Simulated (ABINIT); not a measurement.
## AgCl (Fm-3m): changed settings of a GW run in ABINIT

What do changed inputs do to GW on AgCl (Fm-3m)?

Main program and level: ABINIT 10.8.3; PBE and many-body steps on it, plane waves.

## (1) The starting structure

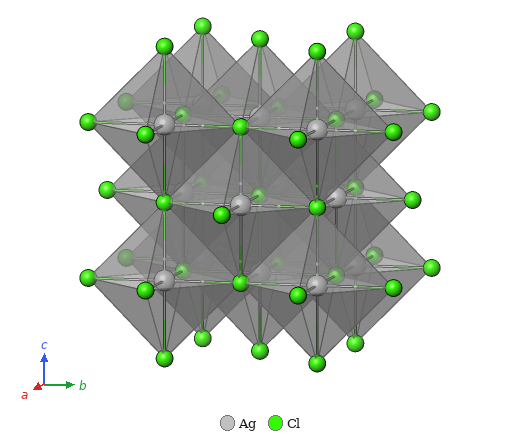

The starting structure, seen slightly off an axis (silver light grey, chlorine green). This picture shows the conventional cell, with its axes. Some periodic images of atoms are drawn too.

Coordinates:

```cif
data_structure
_symmetry_space_group_name_H-M 'P 1'
_symmetry_Int_Tables_number 1
_cell_length_a 3.9211
_cell_length_b 3.9211
_cell_length_c 3.9211
_cell_angle_alpha 60.000
_cell_angle_beta 60.000
_cell_angle_gamma 60.000
_cell_volume 42.63
loop_
_atom_site_label
_atom_site_type_symbol
_atom_site_fract_x
_atom_site_fract_y
_atom_site_fract_z
_atom_site_occupancy
Ag1 Ag 0.00000 0.00000 0.00000 1
Cl2 Cl 0.50000 0.50000 0.50000 1
```

The cell and positions are those that the Materials Project relaxed with its own functionals (PBE, PBE+U or r2SCAN), kept fixed.

## (2) Screening, 6×6×6 mesh, 169 bands, screening to 212.2 eV

This step: ABINIT 10.8.3; RPA screening on PBE, plane waves, norm-conserving pseudopotentials.

The RPA dielectric matrix is built and inverted for each q.

Input file run.abi:

```
acell 3*1.0 Angstrom
rprim 
  0.000000000000 2.772662996800 2.772662996800
  2.772662996800 0.000000000000 2.772662996800
  2.772662996800 2.772662996800 0.000000000000
ntypat 2
znucl 47 17
natom 2
typat 1 2
xred 
  0.000000000000 0.000000000000 0.000000000000
  0.500000000000 0.500000000000 0.500000000000
pp_dirpath "pseudos"
pseudos "Ag.upf, Cl.upf"
ecut 37
ngkpt 6 6 6
nshiftk 1
shiftk 0 0 0
kptopt 1
chksymbreak 0
istwfk *1
occopt 1
irdwfk 1
optdriver 3
nband 169
ecuteps 7.8
inclvkb 2
awtr 1
symchi 1
indata_prefix "in"
outdata_prefix "out"
tmpdata_prefix "tmp"
```

Command:

```
> OMP_NUM_THREADS=1 mpirun -n 8 abinit run.abi > log
```

What it wrote:

```text
.Version 10.8.3 of ABINIT. v10.8.2 released Aug 2026.

 Symmetries : space group Fm -3 m (#225); Bravais cF (face-center cubic)
[... echo of the input left out ...]
== DATASET  1 ==================================================================
-   mpi_nproc: 8, omp_nthreads: 1 (-1 if OMP is not activated)

--- !DatasetInfo
iteration_state: {dtset: 1, }
dimensions: {natom: 2, nkpt: 16, mband: 169, nsppol: 1, nspinor: 1, nspden: 1, mpw: 3119, }
cutoff_energies: {ecut:  37.0, pawecutdg:  -1.0, }
electrons: {nelect:   2.60000000E+01, charge:   0.00000000E+00, occopt:   1.00000000E+00, tsmear:   1.00000000E-02, }

 SCREENING: Calculation of the susceptibility and dielectric matrices

 Based on a program developped by R.W. Godby, V. Olevano, G. Onida, and L. Reining.
 Incorporated in ABINIT by V. Olevano, G.-M. Rignanese, and M. Torrent.
.Using double precision arithmetic ; gwpc =  8

[... cell and pseudopotentials left out ...]
--------------------------------------------------------------------------------

 ==== K-mesh for the wavefunctions ====
 Number of points in the irreducible wedge :    16
[... list of points left out ...]
 Together with 48 symmetry operations and time-reversal symmetry
 yields   216 points in the full Brillouin Zone.

 ==== Q-mesh for the screening function ====
 Number of points in the irreducible wedge :    16
[... list of points left out ...]
 Together with 48 symmetry operations and time-reversal symmetry
 yields   216 points in the full Brillouin Zone.

 setmesh: FFT mesh size selected  =    30x   30x   30
          total number of points  =        27000

 vcoul_init : cutoff-mode = AUXILIARY_FUNCTION
 q-points for optical limit:   1
     1)      0.000010    0.000020    0.000030

- screening: taking advantage of time-reversal symmetry
- Maximum band index for partially occupied states nbvw = 13
- Remaining bands to be divided among processors   nbcw = 156
- Number of bands treated by each node ~19

 Number of electrons calculated from density =   26.0000; Expected =   26.0000
 average of density, n =  0.090376
 r_s =    1.3824
 omega_plasma =   28.9990 [eV]

 calculating chi0 at frequencies [eV] :
  1    0.000000E+00    0.000000E+00
  2    0.000000E+00    2.899902E+01

--------------------------------------------------------------------------------
  q-point number  1        q = ( 0.000000, 0.000000, 0.000000) [r.l.u.]
--------------------------------------------------------------------------------
[... chi0 elements left out ...]
 For q-point:  0.000010 0.000020 0.000030
  dielectric constant =   4.9448
  dielectric constant without local fields =   5.4104

  Average fulfillment of the sum rule on Im[epsilon] for q-point    1 :     78.30  [%]
[... wings left out ...]
  q-point number  2        q = ( 0.166667, 0.000000, 0.000000) [r.l.u.]
--------------------------------------------------------------------------------
[... chi0 elements left out ...]
  Average fulfillment of the sum rule on Im[epsilon] for q-point    2 :     89.56  [%]

 [... 14 further q-points ...]
```

It took 2.9 min on 8 MPI ranks of Arm Neoverse V2, shared host; peak memory 2.9 GiB; 23 min of CPU time.

This step gave:

```
ε∞ with local fields, on this mesh, along the program's q direction : 4.945
the same without local fields                                       : 5.410
plasma frequency                                                    : 29.00 eV
plane waves in the screening matrix                                 : 307
```

Local fields lower ε∞ by 9 %.

## (3) Base

The self-energy is evaluated for the states that the input lists, and the levels follow from it, in one-shot runs by the linearised quasiparticle equation.

This step: G0W0 on PBE, plane waves, norm-conserving pseudopotentials.

run.abi: that of step 2 with these lines changed.

```diff
@@ -23,8 +23,17 @@
 irdwfk 1
-optdriver 3
+optdriver 4
 nband 169
+gwcalctyp 0
+ecutsigx 37
+symsigma 1
+nkptgw 2
+kptgw 
+  0.5000000000 0.0000000000 0.0000000000
+  0.0000000000 0.0000000000 0.0000000000
+bdgw 
+  12 15
+  11 17
 ecuteps 7.8
-inclvkb 2
-awtr 1
-symchi 1
+irdscr 1
+ppmodel 1
 indata_prefix "in"
```

What it wrote:

```text
.Version 10.8.3 of ABINIT. v10.8.2 released Aug 2026.

 Symmetries : space group Fm -3 m (#225); Bravais cF (face-center cubic)
[... echo of the input left out ...]
== DATASET  1 ==================================================================
-   mpi_nproc: 8, omp_nthreads: 1 (-1 if OMP is not activated)

--- !DatasetInfo
iteration_state: {dtset: 1, }
dimensions: {natom: 2, nkpt: 16, mband: 169, nsppol: 1, nspinor: 1, nspden: 1, mpw: 3119, }
cutoff_energies: {ecut:  37.0, pawecutdg:  -1.0, }
electrons: {nelect:   2.60000000E+01, charge:   0.00000000E+00, occopt:   1.00000000E+00, tsmear:   1.00000000E-02, }

 SIGMA: Calculation of the GW corrections

 Based on a program developped by R.W. Godby, V. Olevano, G. Onida, and L. Reining.
 Incorporated in ABINIT by V. Olevano, G.-M. Rignanese, and M. Torrent.
.Using double precision arithmetic ; gwpc =  8

[... cell and pseudopotentials left out ...]
--------------------------------------------------------------------------------

 ==== K-mesh for the wavefunctions ====
 Number of points in the irreducible wedge :    16
[... list of points left out ...]
 Together with 48 symmetry operations and time-reversal symmetry
 yields   216 points in the full Brillouin Zone.

 ==== Q-mesh for screening function ====
 Number of points in the irreducible wedge :    16
[... list of points left out ...]
 Together with 48 symmetry operations and time-reversal symmetry
 yields   216 points in the full Brillouin Zone.

 vcoul_init : cutoff-mode = AUXILIARY_FUNCTION
 q-points for optical limit:   1
     1)      0.000010    0.000020    0.000030
 setmesh: FFT mesh size selected  =    45x   45x   45
          total number of points  =        91125

 Number of electrons calculated from density =   26.0000; Expected =   26.0000
 average of density, n =  0.090376
 r_s =    1.3824
 omega_plasma =   28.9990 [eV]

 === KS Band Gaps ===
  >>>> For spin  1
   Minimum direct gap =   3.2296 [eV], located at k-point      :   0.0000  0.0000  0.0000
   Fundamental gap    =   0.9128 [eV], Top of valence bands at :   0.5000  0.0000  0.0000
                                       Bottom of conduction at :   0.0000  0.0000  0.0000
 SIGMA fundamental parameters:
 PLASMON POLE MODEL  1
 number of plane-waves for SigmaX                 3119
 number of plane-waves for SigmaC and W            307
 number of plane-waves for wavefunctions          3119
 number of bands                                   169
 number of independent spin polarizations            1
 number of spinorial components                      1
 number of k-points in IBZ                          16
 number of q-points in IBZ                          16
 number of symmetry operations                      48
 number of k-points in BZ                          216
 number of q-points in BZ                          216
 number of frequencies for dSigma/dE                 9
 frequency step for dSigma/dE [eV]                0.25
 number of omega for Sigma on real axis              0
 max omega for Sigma on real axis  [eV]           0.00
 zcut for avoiding poles [eV]                     0.10

 EPSILON^-1 parameters (SCR file):
 dimension of the eps^-1 matrix on file            307
 dimension of the eps^-1 matrix used               307
 number of plane-waves for wavefunctions          3119
 number of bands                                   169
 number of q-points in IBZ                          16
 number of frequencies                               2
 number of real frequencies                          1
 number of imag frequencies                          1

 matrix elements of self-energy operator (all in [eV])

 Perturbative Calculation

--- !SelfEnergy_ee
iteration_state: {dtset: 1, }
kpoint     : [   0.500,    0.000,    0.000, ]
spin       : 1
KS_gap     :    4.239
QP_gap     :    5.415
Delta_QP_KS:    1.176
data: !SigmaeeData |
     Band     E0 <VxcDFT>   SigX SigC(E0)      Z dSigC/dE  Sig(E)    E-E0       E
       12   4.678 -21.526 -26.477   3.630   0.796  -0.256 -22.577  -1.051   3.627
       13   4.678 -21.526 -26.477   3.630   0.796  -0.256 -22.577  -1.051   3.627
       14   8.917  -9.101  -4.939  -4.012   0.837  -0.194  -8.976   0.125   9.042
       15  11.220 -13.714  -7.722  -5.196   0.802  -0.247 -13.076   0.638  11.858

--- !SelfEnergy_ee
iteration_state: {dtset: 1, }
kpoint     : [   0.000,    0.000,    0.000, ]
spin       : 1
KS_gap     :    3.230
QP_gap     :    4.747
Delta_QP_KS:    1.517
data: !SigmaeeData |
     Band     E0 <VxcDFT>   SigX SigC(E0)      Z dSigC/dE  Sig(E)    E-E0       E
       11   2.361 -14.531 -18.773   2.592   0.790  -0.266 -15.834  -1.303   1.058
       12   2.361 -14.531 -18.773   2.592   0.790  -0.266 -15.834  -1.303   1.058
       13   2.361 -14.531 -18.773   2.592   0.790  -0.266 -15.834  -1.303   1.058
       14   5.591 -10.859  -6.734  -3.868   0.831  -0.204 -10.645   0.214   5.805
       15  15.379 -12.293  -6.949  -4.561   0.821  -0.218 -11.650   0.643  16.021
       16  15.379 -12.293  -6.949  -4.561   0.821  -0.218 -11.650   0.643  16.021
       17  15.379 -12.293  -6.949  -4.561   0.821  -0.218 -11.650   0.643  16.021

== END DATASET(S) ==============================================================
================================================================================

 -outvars: echo values of variables after computation  --------
           etotal      0.0000000000E+00
            nband         169
             nkpt          16
          spgroup         225
 [... the other variables as echoed above ...]

 Calculation completed.
```

Wall time 22 s (8 MPI ranks); peak memory 3 GiB; 3 min of CPU time.

This step gave:

```yaml
g0w0_gap_on_the_points_computed: 2.178 eV
starting_gap_on_the_mesh: 0.9128 eV
k_of_the_valence_top: 0.5, 0, 0
k_of_the_conduction_bottom: 0, 0, 0
z_at_the_valence_top: 0.796
z_at_the_conduction_bottom: 0.831
least_direct_g0w0_gap_on_the_computed_points: 4.747 eV
```

The gap on the mesh goes from 0.91 eV to 2.18 eV, a correction of +1.27 eV.

(Part 1 of 2 ends here.)

[Paths, hosts, dates, memory and timing lines, banners, echoed tables and standing remarks are left out of the program output.]

[Logs are printed without paths, hosts, clocks, repeated set-up lines and the standing remarks that a program may print on its own settings, such as how far it seeks lower states.]

[Runs of the session that timed out or met a known fault of the program may be left out.]

[Hosts, paths, dates, database ids (printed as entryN), source tags and the programs' standing remarks are cut or masked in the printed files.]

[G0W0 gaps are taken among the corrected bands and points alone; a level outside them can change the order at an edge.]

[Where Ansatz stands beside ABINIT at settings called matched, ABINIT's density can come from a denser mesh and the files from another edition; pairs whose starting gaps differed by over 0.03 eV were left out, so agreement reads better than it is.]
